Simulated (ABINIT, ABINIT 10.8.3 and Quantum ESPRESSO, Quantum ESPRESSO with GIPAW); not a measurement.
## KF (Carobbiite) in space group Fm-3m: GIPAW and the converse approach side by side

Wanted: shieldings of KF (Carobbiite) in space group Fm-3m from two unrelated programs, to see how far they agree.

Calculated with ABINIT 10.8.3 and Quantum ESPRESSO with GIPAW; DFT, plane-wave PAW; levels as the steps name them.

## Step 1: Set-up

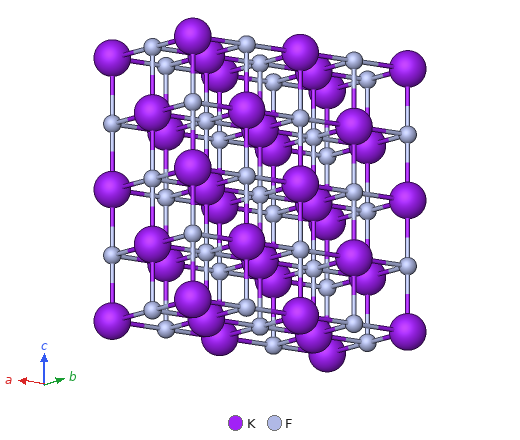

The starting structure, seen from a free direction (potassium purple, fluorine light blue). 2×1×2 cells are drawn. This picture shows the conventional cell, with its axes. Some periodic images of atoms are drawn too.

Coordinates:

```cif
data_structure
_symmetry_space_group_name_H-M 'P 1'
_symmetry_Int_Tables_number 1
_cell_length_a 3.7786
_cell_length_b 3.7786
_cell_length_c 3.7786
_cell_angle_alpha 60.000
_cell_angle_beta 60.000
_cell_angle_gamma 60.000
_cell_volume 38.15
loop_
_atom_site_label
_atom_site_type_symbol
_atom_site_fract_x
_atom_site_fract_y
_atom_site_fract_z
_atom_site_occupancy
K1 K 0.00000 0.00000 0.00000 1
F2 F 0.50000 0.50000 0.50000 1
```

## Step 2: GIPAW: ground state

GIPAW goes first: it uses the crystal's symmetry and gives all sites in one run, so it is the cheaper road.

A patched development version of Quantum ESPRESSO; PAW files made with ld1.x from the pslibrary 1.0.0 recipes.

scf.in reads:

```
&control
  calculation = 'scf'
  prefix = 'x'
  outdir = './tmp/'
  pseudo_dir = './'
/
&system
  ibrav = 0
  nat = 2
  ntyp = 2
  ecutwfc = 55
  ecutrho = 330
  nbnd = 10
/
&electrons
  conv_thr = 1.0d-10
  mixing_beta = 0.7
  electron_maxstep = 100
/
ATOMIC_SPECIES
  K 39.098 K.pbe-spn-kjpaw_psl.1.0.0-gipaw.UPF
  F 18.998 F.pbe-n-kjpaw_psl.1.0.0-gipaw.UPF
CELL_PARAMETERS angstrom
  0.00000000 2.67185000 2.67185000
  2.67185000 0.00000000 2.67185000
  2.67185000 2.67185000 0.00000000
ATOMIC_POSITIONS crystal
  K 0.00000000 0.00000000 0.00000000
  F 0.50000000 0.50000000 0.50000000
K_POINTS automatic
  6 6 6 0 0 0
```

Command:

```
> mpirun -np 4 pw.x -nk 4 -in scf.in > scf.out
```

Numbers of over 12 decimals in the logs are rounded to 6 here.

Log:

```text
using ibrav=0 with symmetry is DISCOURAGED, use correct ibrav instead

     bravais-lattice index     =            0
     lattice parameter (alat)  =       7.1405  a.u.
     unit-cell volume          =     257.4322 (a.u.)^3
     number of atoms/cell      =            2
     number of atomic types    =            2
     number of electrons       =        16.00
     number of Kohn-Sham states=           10
     kinetic-energy cutoff     =      55.0000  Ry
     charge density cutoff     =     330.0000  Ry
     scf convergence threshold =      1.0E-10
     mixing beta               =       0.7000
     number of iterations used =            8  plain     mixing
     Exchange-correlation= SLA-PW-PBX-PBC
                           (   1   4   3   4   0   0   0)
[...]
K                 9.00    39.09800     K ( 1.00)
     F                 7.00    18.99800     F ( 1.00)

     48 Sym. Ops., with inversion, found
[...]
number of k points=    16
[...]
Dense  grid:    26229 G-vectors     FFT dimensions: (  45,  45,  45)

     Smooth grid:    14211 G-vectors     FFT dimensions: (  36,  36,  36)

     Check: negative core charge=   -0.000002

     Initial potential from superposition of free atoms

     starting charge      15.9812, renormalised to      16.0000
     Starting wfcs are   12 randomized atomic wfcs

     Self-consistent Calculation

     iteration #  1     ecut=    55.00 Ry     beta= 0.70
     Davidson diagonalization with overlap
     ethr =  1.00E-02,  avg # of iterations =  5.8

     total energy              =    -172.46831375 Ry
     estimated scf accuracy    <       0.29919735 Ry

     iteration #  2     ecut=    55.00 Ry     beta= 0.70
     Davidson diagonalization with overlap
     ethr =  1.87E-03,  avg # of iterations =  3.6

     total energy              =    -172.50990935 Ry
     estimated scf accuracy    <       0.50151387 Ry

     iteration #  3     ecut=    55.00 Ry     beta= 0.70
     Davidson diagonalization with overlap
     ethr =  1.87E-03,  avg # of iterations =  2.0

     total energy              =    -172.61414656 Ry
     estimated scf accuracy    <       0.00263415 Ry

[...]
total energy              =    -172.61582376 Ry
[...]
iteration # 11     ecut=    55.00 Ry     beta= 0.70
     Davidson diagonalization with overlap
     ethr =  5.26E-12,  avg # of iterations =  1.3

     total energy              =    -172.61582376 Ry
     estimated scf accuracy    <          5.2E-10 Ry

     iteration # 12     ecut=    55.00 Ry     beta= 0.70
     Davidson diagonalization with overlap
     ethr =  3.23E-12,  avg # of iterations =  2.0

     The highest empty levels of an scf can be off by 1 eV or more

     End of self-consistent calculation
     [one-electron energies left out]

     highest occupied, lowest unoccupied level (ev):     1.5252    7.7010

!    total energy              =    -172.61582376 Ry
     total all-electron energy =     -1404.267253 Ry
     estimated scf accuracy    <          5.5E-12 Ry

     The total energy is the sum of the following terms:
     one-electron contribution =     -41.43847349 Ry
     hartree contribution      =      29.03609280 Ry
     xc contribution           =     -20.99783995 Ry
     ewald contribution        =     -72.62121304 Ry
     one-center paw contrib.   =     -66.59439008 Ry

     convergence has been achieved in  12 iterations
[...]
JOB DONE.
```

The job ended after 4.3 s (4 MPI ranks of Arm Neoverse V2, shared host; peak memory 0.39 GiB; 17 s of CPU time).

## Step 3: GIPAW: response

nmr.in reads:

```
&inputgipaw
  job = 'nmr'
  prefix = 'x'
  tmp_dir = './tmp/'
  restart_mode = 'from_scratch'
  verbosity = 'low'
  q_gipaw = 0.01
  spline_ps = .true.
  conv_threshold = 1.0d-14
  use_nmr_macroscopic_shape = .false.
  pawproj(1) = .true.
  pawproj(2) = .true.
/
```

Command:

```
> mpirun -np 4 gipaw.x -in nmr.in > nmr.out
```

Log:

```text
[banner, memory and clock lines left out]
[a note of our patched build left out]

     Parallelizing q-star over 1 images

     IMPORTANT: XC functional enforced from input :
     Exchange-correlation= PBE
                           (   1   4   3   4   0   0   0)
     Any further DFT definition will be discarded
     Please, verify this is what you really want

     Check: negative core charge=   -0.000002
[...]
projs nearly linearly dependent: l=0  n1,n2= 1, 2  s=  0.99585241
[...]
alpha_pv=     52.2526 eV

     spline_ps is .false., expect some extrapolation errors

     q-space interpolation up to    66.00 Rydberg

     GIPAW job: nmr
     NMR macroscopic correction: no
[...]
Computing the magnetic susceptibility     isolve=0    ethr=  0.1000E-13
     Starting from scratch
     k-point #    1 of    16      pool #  1    cpu time:       0.5
[...]
End of magnetic susceptibility calculation

     f-sum rule (1st term):
           -15.3544         -0.0000          0.0000
            -0.0000        -15.3544          0.0000
             0.0000         -0.0000        -15.3544

     f-sum rule (2nd term):
            -0.4529         -0.0000         -0.0000
            -0.0000         -0.4529         -0.0000
            -0.0000         -0.0000         -0.4529

     f-sum rule (should be   -15.8037):
           -15.8073         -0.0000          0.0000
            -0.0000        -15.8073          0.0000
             0.0000         -0.0000        -15.8073

[... susceptibilities left out ...]
     Contributions to the NMR chemical shifts: -------------------------------

     Macroscopic shape contribution in ppm:                    0.00
             0.0000          0.0000          0.0000
             0.0000          0.0000          0.0000
             0.0000          0.0000          0.0000

     Core contribution in ppm:

     Atom  1  K   pos: (  0.000000  0.000000  0.000000)  core sigma:        1193.41
     Atom  2  F   pos: (  0.707107  0.707107  0.707107)  core sigma:         306.42

     Bare contribution in ppm:

     Atom  1  K   pos: (  0.000000  0.000000  0.000000)  bare sigma:         118.11
[...]
Atom  2  F   pos: (  0.707107  0.707107  0.707107)  bare sigma:          83.59
[...]
Diamagnetic contribution in ppm:

     Atom  1  K   pos: (  0.000000  0.000000  0.000000)  dia sigma:          -4.08
[...]
Atom  2  F   pos: (  0.707107  0.707107  0.707107)  dia sigma:          42.91
[...]
Paramagnetic contribution in ppm:

     Atom  1  K   pos: (  0.000000  0.000000  0.000000)  para sigma:        -233.55
[...]
Atom  2  F   pos: (  0.707107  0.707107  0.707107)  para sigma:         140.28
[...]
Paramagnetic US occ-occ contribution in ppm:

     Atom  1  K   pos: (  0.000000  0.000000  0.000000)  para_oo sigma:          -1.50
[...]
Atom  2  F   pos: (  0.707107  0.707107  0.707107)  para_oo sigma:           0.89
[...]
Paramagnetic US L_R Q_R contribution in ppm:

     Atom  1  K   pos: (  0.000000  0.000000  0.000000)  para_lq sigma:         102.71
[...]
Atom  2  F   pos: (  0.707107  0.707107  0.707107)  para_lq sigma:        -315.07
[...]
Total NMR chemical shifts in ppm: ---------------------------------------
     (adopting the Simpson convention for anisotropy and asymmetry)-----------

     Atom  1  K   pos: (  0.000000  0.000000  0.000000)  Total sigma:        1175.11
[...]
K       1    anisotropy:     -0.00    eta:    0.0000
[...]
Atom  2  F   pos: (  0.707107  0.707107  0.707107)  Total sigma:         259.02
[...]
F       2    anisotropy:     -0.00    eta:    0.0000
[...]
```

Elapsed: 28 s, on 4 MPI ranks; peak memory 0.26 GiB; 1.9 min of CPU time.

[end of part 1 of 2]

[Banner, clock, file and dataset-listing lines were taken out of the logs.]

[Logs are printed without paths, hosts, clocks, repeated set-up lines and the standing remarks that a program may print on its own settings, such as how far it seeks lower states.]

[Hosts, paths, dates, database ids (printed as entryN), source tags and the programs' standing remarks are cut or masked in the printed files.]
